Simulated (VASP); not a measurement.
Band structure of BaTe (relaxed from the zinc blende structure, space group F-43m). All values below come from PBE GGA, VASP's PBE PAW potentials (set 64) (plane waves; VASP).

Unless said otherwise, spin-orbit coupling is left out, though it shifts the bands of the heavy elements here.

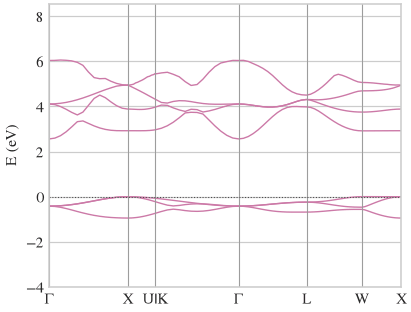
Fig. 1. Bands along high-symmetry lines, zero at the valence-band maximum or, without a gap, the Fermi level

Question: Read the plot: is there a gap, and where are the band edges?

Answer: The gap is indirect, 2.56 eV, from the valence maximum at W to the conduction minimum at Γ. (Edges off the drawn lines would not show.)

The structure was generated: BaTe was put into the zinc blende type (F-43m), which need not be its known phase. It was relaxed first, which changed the volume by -10 %.
